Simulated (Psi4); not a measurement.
# C2H3B− (SMILES [BH2-]C#C) at UCAM-B3LYP/def2-TZVP

What is the vertical ionisation energy of C2H3B− at UCAM-B3LYP/def2-TZVP? Input form: a Python script.

Program for the calculation: Psi4 1.11.

2 further runs of the same task are left out: 2 set aside as unsound or not needed.

## Step 1: The molecule

The species is C2H3B− (6 atoms), meant as a doublet with charge -1. SMILES: `[BH2-]C#C`. The coordinates come from a GFN2-xTB relaxation.

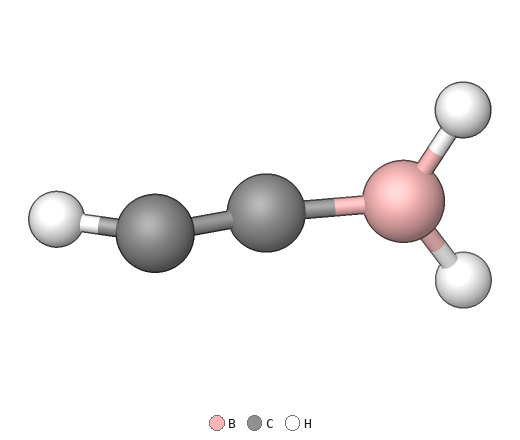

The structure, seen from a chosen angle (boron pink, carbon grey, hydrogen white).

## Step 2: Energy and gradient at UCAM-B3LYP/def2-TZVP

Input file c2h3b.xyz:

```xyz
6
C2H3B
B     -0.791940     0.490860    -0.562860
C      0.278910    -0.170930     0.184940
C      1.317630    -0.705910     0.621920
H     -1.626060    -0.143190    -1.186300
H     -0.929720     1.701840    -0.551890
H      1.751180    -1.172680     1.494200
```

Input file run.py:

```python
import psi4

psi4.set_memory('1600 MB')
psi4.set_num_threads(1)
psi4.core.set_output_file('psi4.out', False)

with open('c2h3b.xyz') as f:
    atoms = ''.join(f.readlines()[2:])
geom = psi4.geometry('-1 2\n' + atoms + 'symmetry c1\nno_reorient\nno_com')

options = {'basis': 'def2-TZVP', 'reference': 'uks', 'puream': True, 'e_convergence': 1e-09, 'd_convergence': 1e-08, 'scf_type': 'pk', 'dft_radial_points': 99, 'dft_spherical_points': 590, 'maxiter': 200}
psi4.set_options(options)

energy_value, wavefunction = psi4.gradient('cam-b3lyp', molecule=geom, return_wfn=True)
psi4.oeprop(wavefunction, 'DIPOLE', 'QUADRUPOLE', 'MAYER_INDICES')
print('gradient / Eh bohr^-1')
print(energy_value.np.round(6))
print(f'energy = {wavefunction.energy():.10f} Eh')
for k, v in sorted(psi4.core.scalar_variables().items()):
    print(f'{k:45s} {v:18.10f}')
```

The run is started by

```
$ python run.py
```

psi4.out:

```text
[...]
  Running in c1 symmetry.
[...]
  Nuclear repulsion =   46.447729646000539
[...]
  Multiplicity = 2
[...]
  Nalpha       = 11
  Nbeta        = 10
[...]
    Number of basis functions: 111
[...]
   @UKS iter   1:  -102.43885390397593   -7.26541e-01   6.52989e-03 DIIS/ADIIS
[...]
   @UKS iter  14:  -102.76233469389908   -5.24096e-11   8.96219e-09 DIIS
[...]
   @S^2 Observed:                7.716485554E-01
[...]
    Orbital Energies [Eh]
    ---------------------
    Alpha Occupied:
       1A    -10.023310     2A    -10.020561     3A     -6.567542
       4A     -0.609623     5A     -0.431088     6A     -0.348259
       7A     -0.235437     8A     -0.204939     9A     -0.163495
      10A     -0.111614    11A      0.000377
    Alpha Virtual:
      12A      0.251878    13A      0.257071    14A      0.272288
      15A      0.278687    16A      0.296470    17A      0.299128
      18A      0.373442    19A      0.379583    20A      0.424689
      21A      0.430338    22A      0.452596    23A      0.539873
      24A      0.547091    25A      0.566018    26A      0.582120
[...]
  @UKS Final Energy:  -102.76233469389908
   => Energetics <=
    Nuclear Repulsion Energy =             46.4477296460005391
    One-Electron Energy =                -233.2077592950146823
    Two-Electron Energy =                  95.5516452354959966
    DFT Exchange-Correlation Energy =     -11.5539502803809331
    Empirical Dispersion Energy =           0.0000000000000000
    VV10 Nonlocal Energy =                  0.0000000000000000
    Total Energy =                       -102.7623346938990778
[...]
  -Total Gradient:
     Atom            X                  Y                   Z
    ------   -----------------  -----------------  -----------------
       1        0.015554392555    -0.007067225883     0.004515533649
       2       -0.015934463373     0.004490186334     0.002802741767
       3        0.005766159581     0.001120275917    -0.008197476636
       4       -0.003494735663    -0.000946651458    -0.002121759728
       5       -0.001697909814     0.003710446278    -0.000584946076
       6       -0.000193544610    -0.001307016412     0.003585917497
[...]
 Multipole Moments:
 ------------------------------------------------------------------------------------
     Multipole            Electronic (a.u.)      Nuclear  (a.u.)        Total (a.u.)
 ------------------------------------------------------------------------------------
 L = 1.  Multiply by 2.5417464519 to convert [e a0] to [Debye]
 Dipole X            :         -8.9990971            9.0989179            0.0998208
 Dipole Y            :          4.3711810           -4.5745923           -0.2034113
 Dipole Z            :         -2.8927667            3.3691360            0.4763693
 Magnitude           :                                                    0.5275112
 L = 2.  Multiply by 1.3450342976 to convert [e a0^2] to [Debye ang]
 Quadrupole XX       :        -96.6992426           73.5445240          -23.1547186
 Quadrupole XY       :         41.9257177          -40.0439388            1.8817789
[...]
```

On the terminal:

```text
Memory set to   1.490 GiB by Python driver.
  Threads set to 1 by Python driver.
gradient / Eh bohr^-1
[[ 0.015554 -0.007067  0.004516]
 [-0.015934  0.00449   0.002803]
 [ 0.005766  0.00112  -0.008197]
 [-0.003495 -0.000947 -0.002122]
 [-0.001698  0.00371  -0.000585]
 [-0.000194 -0.001307  0.003586]]
energy = -102.7623346939 Eh
CURRENT ENERGY                                   -102.7623346939
CURRENT REFERENCE ENERGY                         -102.7623346939
DD SOLVATION ENERGY                                 0.0000000000
DFT FUNCTIONAL TOTAL ENERGY                      -102.7623346939
DFT TOTAL ENERGY                                 -102.7623346939
DFT VV10 ENERGY                                     0.0000000000
DFT XC ENERGY                                     -11.5539502804
GRID ELECTRONS ALPHA                               10.9999999596
GRID ELECTRONS BETA                                10.0000000165
GRID ELECTRONS TOTAL                               20.9999999761
NUCLEAR REPULSION ENERGY                           46.4477296460
ONE-ELECTRON ENERGY                              -233.2077592950
PCM POLARIZATION ENERGY                             0.0000000000
PE ENERGY                                           0.0000000000
SCF ITERATION ENERGY                             -102.7623346939
SCF ITERATIONS                                     14.0000000000
SCF TOTAL ENERGY                                 -102.7623346939
TWO-ELECTRON ENERGY                                95.5516452355
XC GRID RADIAL POINTS                              99.0000000000
XC GRID SPHERICAL POINTS                          590.0000000000
XC GRID TOTAL POINTS                           337167.0000000000
```

It took 38 s on 1 thread of Intel Xeon 6975P-C (Granite Rapids), shared host; peak memory 0.77 GiB.

## Step 3: Singlet neutral C2H3B at the same level

Input file c2h3b.py:

```python
import psi4

psi4.set_memory(1600000000)
psi4.set_num_threads(1)
psi4.core.set_output_file('output.dat', False)

m = psi4.geometry("""
B     -0.791940     0.490860    -0.562860
C      0.278910    -0.170930     0.184940
C      1.317630    -0.705910     0.621920
H     -1.626060    -0.143190    -1.186300
H     -0.929720     1.701840    -0.551890
H      1.751180    -1.172680     1.494200
symmetry c1
no_reorient
no_com
""")

psi4.set_options({
    'basis': 'def2-TZVP',
    'puream': True,
    'e_convergence': 1e-09,
    'd_convergence': 1e-08,
    'scf_type': 'pk',
    'dft_radial_points': 99,
    'dft_spherical_points': 590,
})

energy_value, wavefunction = psi4.gradient("cam-b3lyp", molecule=m, return_wfn=True)
psi4.oeprop(wavefunction, "DIPOLE", "WIBERG_LOWDIN_INDICES", "QUADRUPOLE", title="CAM-B3LYP")
print('gradient / Eh bohr^-1')
print(energy_value.np.round(6))
print(f'energy = {wavefunction.energy():.10f} Eh')
```

The run is started by

```
$ python c2h3b.py
```

output.dat:

```text
[...]
  Running in c1 symmetry.
[...]
  Nuclear repulsion =   46.447729646000539
[...]
  Multiplicity = 1
[...]
  Nalpha       = 10
  Nbeta        = 10
[...]
    Number of basis functions: 111
[...]
   @RKS iter   1:  -102.57178571617779   -8.59473e-01   4.92732e-03 DIIS/ADIIS
[...]
   @RKS iter  11:  -102.72948006534334   -6.36931e-11   6.17595e-09 DIIS
[...]
    Orbital Energies [Eh]
    ---------------------
    Doubly Occupied:
       1A    -10.279627     2A    -10.258974     3A     -6.845797
       4A     -0.845417     5A     -0.667509     6A     -0.579674
       7A     -0.475987     8A     -0.441863     9A     -0.378255
      10A     -0.341304
[...]
  @RKS Final Energy:  -102.72948006534334
   => Energetics <=
    Nuclear Repulsion Energy =             46.4477296460005391
    One-Electron Energy =                -228.3462866155920210
    Two-Electron Energy =                  90.5781842621234858
    DFT Exchange-Correlation Energy =     -11.4091073578753441
    Empirical Dispersion Energy =           0.0000000000000000
    VV10 Nonlocal Energy =                  0.0000000000000000
    Total Energy =                       -102.7294800653433384
[...]
  -Total Gradient:
     Atom            X                  Y                   Z
    ------   -----------------  -----------------  -----------------
       1        0.034745621593    -0.019283957871     0.018921779878
       2       -0.082750785741     0.035884336880    -0.015896404561
       3        0.078833372468    -0.024955393893    -0.011708564576
       4       -0.010565142657    -0.004331619637    -0.006675913018
       5       -0.004299294946     0.012380634208    -0.000863286029
       6       -0.015963851437     0.000305991894     0.016222444093
[...]
 Multipole Moments:
 ------------------------------------------------------------------------------------
     Multipole            Electronic (a.u.)      Nuclear  (a.u.)        Total (a.u.)
 ------------------------------------------------------------------------------------
 L = 1.  Multiply by 2.5417464519 to convert [e a0] to [Debye]
 Dipole X            :         -8.9504458            9.0989179            0.1484721
 Dipole Y            :          4.4223445           -4.5745923           -0.1522478
 Dipole Z            :         -3.0929763            3.3691360            0.2761598
 Magnitude           :                                                    0.3485507
 L = 2.  Multiply by 1.3450342976 to convert [e a0^2] to [Debye ang]
 Quadrupole XX       :        -87.1049700           73.5445240          -13.5604460
 Quadrupole XY       :         38.9311717          -40.0439388           -1.1127672
[...]
```

Standard output:

```text
Memory set to   1.490 GiB by Python driver.
  Threads set to 1 by Python driver.
gradient / Eh bohr^-1
[[ 0.034746 -0.019284  0.018922]
 [-0.082751  0.035884 -0.015896]
 [ 0.078833 -0.024955 -0.011709]
 [-0.010565 -0.004332 -0.006676]
 [-0.004299  0.012381 -0.000863]
 [-0.015964  0.000306  0.016222]]
energy = -102.7294800653 Eh
```

Run time: 25 s. Hardware: 1 thread of Intel Xeon 6975P-C (Granite Rapids), shared host; peak memory 0.77 GiB.

## Step 4: Outcome

Level: UCAM-B3LYP/def2-TZVP.

| quantity | value |
| --- | --- |
| doublet C2H3B−: total energy | -102.76233 Eh |
| doublet C2H3B−: HOMO energy (highest over α and β) | 0.01 eV |
| doublet C2H3B−: LUMO energy (lowest over α and β) | 5.00 eV |
| doublet C2H3B−: ⟨S²⟩ | 0.772 |
| doublet C2H3B−: largest force on an atom | 0.909 eV/Å |
| singlet neutral C2H3B: total energy | -102.72948 Eh |
| singlet neutral C2H3B: dipole moment | 0.89 D |
| singlet neutral C2H3B: HOMO energy | -9.29 eV |
| singlet neutral C2H3B: LUMO energy | -1.80 eV |
| singlet neutral C2H3B: HOMO–LUMO gap | 7.49 eV |
| singlet neutral C2H3B: largest force on an atom | 4.710 eV/Å |
| vertical detachment energy (to the singlet neutral) | 0.894 eV |

In words: Removing an electron at fixed nuclei costs 0.89 eV (20.6 kcal/mol). The largest force (doublet C2H3B−) is 0.91 eV/Å: the shape isn't a stationary point for this species at this level. Only the singlet of the ionised species was computed; a triplet could lie lower. The HOMO (doublet C2H3B−) lies at positive energy, 0.01 eV; only total energies tell whether the electron is bound.
